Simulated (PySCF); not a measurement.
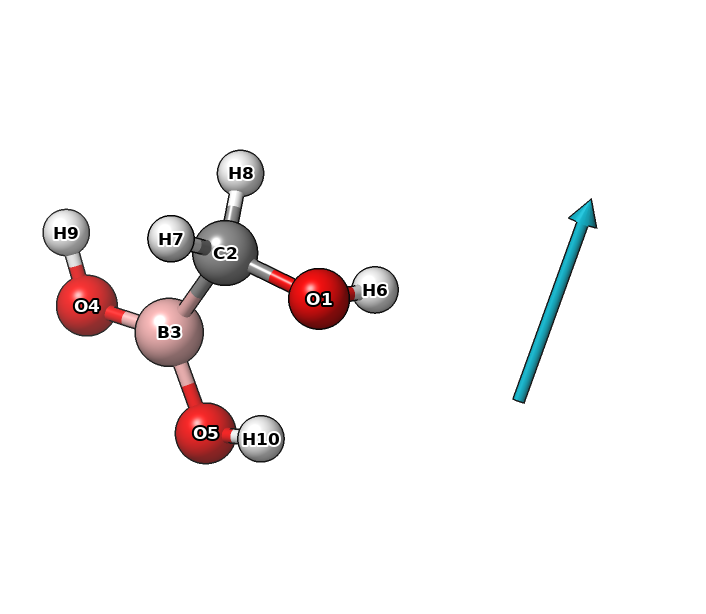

The arrow beside the molecule shows the direction of the dipole moment, from the negative to the positive end (its length means nothing). Computed geometry: PBE0-D3(BJ)/def2-SVP optimisation. No frequency run is at hand to confirm it as a minimum. Properties computed with B3LYP/6-31G*, gas phase (PySCF 2.14.0).

> How large is the dipole moment?

2.93 D; it points from the side of O5 to the side of H8 (the outermost atoms at the two ends).
